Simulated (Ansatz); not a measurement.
**Frozen-phonon scan for PbS (rock salt)**

Relaxed PbS (rock salt):

```xyz
4
Lattice="0.0000 5.9750 5.9750 2.9875 2.9875 5.9750 2.9875 2.9875 0.0000" Properties=species:S:1:pos:R:3 pbc="T T T"
S      0.0000     0.0000     0.0000
S      2.9875     5.9750     2.9875
Pb     2.9875     2.9875     2.9875
Pb     2.9875     5.9750     5.9750
```

The atoms are displaced by Q × the pattern below (from a DFPT mode at X = (0.5, 0.5, 0.0), largest move 1; Q in Å), at fixed cell. It is one choice among 2 degenerate patterns. (q is in reciprocal vectors of the primitive cell; the cell shown is doubled to hold the pattern.)

```tsv
atom	x	y	z
S1	0.000	-0.225	0.000
S2	0.000	0.225	0.000
Pb3	0.000	-1.000	0.000
Pb4	0.000	1.000	0.000
```

All values below come from r2SCAN (plane waves to 500 eV, PAW, scalar-relativistic; Ansatz, a program for electronic structure). k mesh 10×10×10 (Γ-centred), Fermi-Dirac smearing 0.05 eV. The energy includes the smearing's −TS. PbS was relaxed with its symmetry unable to fall. Spin-orbit coupling is left out, though Pb is heavy. The PAW data are Ansatz's earlier set. ΔE is measured from the undisplaced structure.

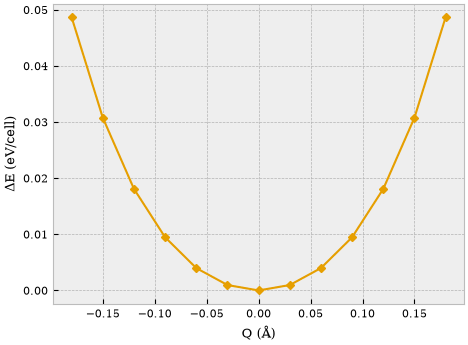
Figure: ΔE (eV/cell) against Q (Å); one marker a computed point.

The energy at Q = 0.180 Å comes out as 48.7 meV/cell. Space group of the distorted cell: Cmcm (No. 63), lowered from Fm-3m. Shape of the curve: a single well with its minimum at or next to zero displacement. Harmonic wavenumber from the curvature (finite differences): 37 cm⁻¹. Symmetry of the curve: even: the same for both signs.

E″ = 2.11 eV/Å², M = Σ mᵢ|uᵢ|² = 417.6 u, ν̃ = 521.5·√(|E″|/M).

(A displaced cell: forces are minus the slopes of the energy, force constants its curvatures, and phonons follow from these.)
